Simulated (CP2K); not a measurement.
# C2H6BOS− (SMILES [BH2-]1OCCS1): PM6

Aim: energy and forces of C2H6BOS−. 

Program for the calculation: CP2K 2026.2.

1 further run of the same task is left out (it didn't finish).

## Step 1: The structure to begin with

C2H6BOS−: 11 atoms, total charge -1, spin state singlet. As SMILES, `[BH2-]1OCCS1`. Geometry: relaxed at GFN2-xTB. This is one conformer, not always the lowest.

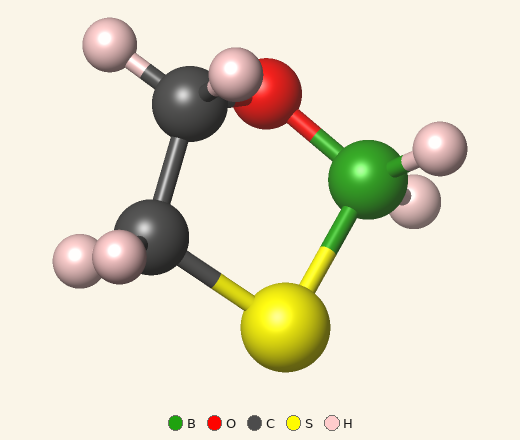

Viewed from a chosen angle; boron green, oxygen red, carbon dark grey, sulfur yellow, hydrogen pink.

## Step 2: Energy and forces at PM6

Contents of run.inp:

```
&GLOBAL
   PROJECT_NAME run
   RUN_TYPE ENERGY_FORCE
   PRINT_LEVEL MEDIUM
&END GLOBAL

&FORCE_EVAL
   METHOD Quickstep
   &DFT
      CHARGE -1
      &QS
         METHOD PM6
         EPS_DEFAULT 1.0E-10
         &SE
            &COULOMB
               CUTOFF [angstrom] 50
               RC_RANGE [angstrom] 0
            &END COULOMB
            &EXCHANGE
               CUTOFF [angstrom] 50
               RC_RANGE [angstrom] 0
            &END EXCHANGE
         &END SE
      &END QS
      # cluster boundary conditions
      &POISSON
         PERIODIC NONE
         POISSON_SOLVER ANALYTIC
      &END POISSON
      &SCF
         SCF_GUESS ATOMIC
         EPS_SCF 1.0E-07
         MAX_SCF 25
         &OT
            MINIMIZER CG
            PRECONDITIONER NONE
            STEPSIZE 0.05
         &END OT
         &OUTER_SCF
            EPS_SCF 1.0E-07
            MAX_SCF 3
         &END OUTER_SCF
      &END SCF
      # extra output
      &PRINT
         &MOMENTS
            PERIODIC F
            REFERENCE COM
            MAX_MOMENT 1
         &END MOMENTS
         &MO_CUBES
            NLUMO 3
            NHOMO -1
            WRITE_CUBE F
         &END MO_CUBES
         &HIRSHFELD OFF
         &END HIRSHFELD
      &END PRINT
   &END DFT
   &SUBSYS
      &CELL
         ABC 15.9 15.8 14.8
         PERIODIC NONE
      &END CELL
      &COORD
         UNIT bohr
         B     -1.7722796     2.3251379    -0.0472809
         O     -2.1824636    -0.2522217     0.9074654
         C      0.1174465    -1.4107939     1.2545136
         C      1.6511860    -1.2730518    -1.2017902
         S      1.0347006     1.8353398    -2.5157546
         H     -0.9364916     3.7488954     1.5499723
         H     -3.6172004     3.0961840    -1.1004442
         H     -0.1918072    -3.3951009     1.8230566
         H      1.2246181    -0.4664222     2.7659165
         H      3.6754984    -1.5160706    -0.8792707
         H      0.9967738    -2.6918771    -2.5563837
      &END COORD
      &TOPOLOGY
         &CENTER_COORDINATES
         &END CENTER_COORDINATES
      &END TOPOLOGY
   &END SUBSYS
   &PRINT
      &FORCES ON
      &END FORCES
   &END PRINT
&END FORCE_EVAL
```

Command:

```sh
$ OMP_NUM_THREADS=1 cp2k.psmp -i run.inp -o run.out
```

What it wrote:

```text
CP2K| version string:                                       CP2K version 2026.2
[...]
 GLOBAL| Method name                                                        CP2K
[...]
 GLOBAL| Run type                                                   ENERGY_FORCE
[...]
                             - Atoms:                                         11
[...]
                             - Spherical basis functions:                     31
[...]
 Number of electrons:                                                         30
[...]
     1 OT CG       0.50E-01    0.0     0.12293565       -25.7757204306 -2.58E+01
[...]
    20 OT CG       0.52E+00    0.0     0.00000008       -31.2772316421 -2.91E-12
  *** SCF run converged in    20 steps ***
  Core-core repulsion energy [eV]:                           2125.64478665514343
  Core Hamiltonian energy [eV]:                             -1368.69586386297351
  Two-electron integral energy [eV]:                        -3216.09135795384645
  Electronic energy [eV]:                                   -2976.74154283989628
  Total energy [eV]:                                         -851.09675618475319
  Atomic reference energy [eV]:                               846.01555740529727
  Heat of formation [kcal/mol]:                              -117.17523678080197
[...]
 SE_DIPOLE| Moment [Debye]         -2.41942298       3.52935286      -1.28493985
 SE_DIPOLE| Derivative [a.u.]       0.00000000       0.00000000       0.00000000
 *** WARNING in qs_scf_post_se.F:140 :: Printing of MO cube files not ***
 *** implemented for Semi-Empirical method.                           ***
 ENERGY| Total FORCE_EVAL ( QS ) energy [hartree]            -31.277231642142752
 FORCES| Atomic forces [hartree/bohr]
 FORCES|   Atom     x               y               z               |f|
 FORCES|      1  7.39592133E-03  2.03575502E-02 -1.70802267E-03   2.17266391E-02
 FORCES|      2 -2.15976359E-02  6.22520557E-03 -3.35756582E-03   2.27262911E-02
 FORCES|      3  2.78036999E-02 -9.59874147E-03  5.73785454E-03   2.99683923E-02
 FORCES|      4  3.37840068E-03 -3.07970096E-03 -4.79803781E-03   6.62716501E-03
 FORCES|      5 -1.28020637E-02  2.71561966E-03  1.00422882E-02   1.64959080E-02
 FORCES|      6 -1.51293167E-03 -8.62929703E-03 -7.12986650E-03   1.12955180E-02
 FORCES|      7  2.35076541E-03 -6.35567440E-03  3.24996463E-04   6.78426988E-03
 FORCES|      8 -6.02217230E-03  1.01274396E-03 -6.53077128E-05   6.10708398E-03
 FORCES|      9 -1.60802759E-03  5.09605233E-04  3.99491909E-03   4.33645347E-03
 FORCES|     10  2.39779747E-03 -4.02647511E-04 -3.03661666E-04   2.45025879E-03
 FORCES|     11  2.16246386E-04 -2.75466328E-03 -2.73759614E-03   3.88964843E-03
 FORCES| Sum     2.38351006E-15 -9.15933995E-16 -1.56819002E-15
 FORCES| Total atomic force                                       2.99654388E-15
[...]
```

Wall time 1.1 s (1 thread of Intel Xeon 6975P-C (Granite Rapids), shared host); peak memory 0.19 GiB.

## Step 3: Outcome

Level: PM6.

| quantity | value |
| --- | --- |
| total energy | -31.27723 Eh |
| heat of formation at this unrelaxed shape | -117.2 kcal/mol |
| largest force on an atom | 1.541 eV/Å |

The largest force is 1.54 eV/Å: the shape isn't a stationary point for this species at this level.
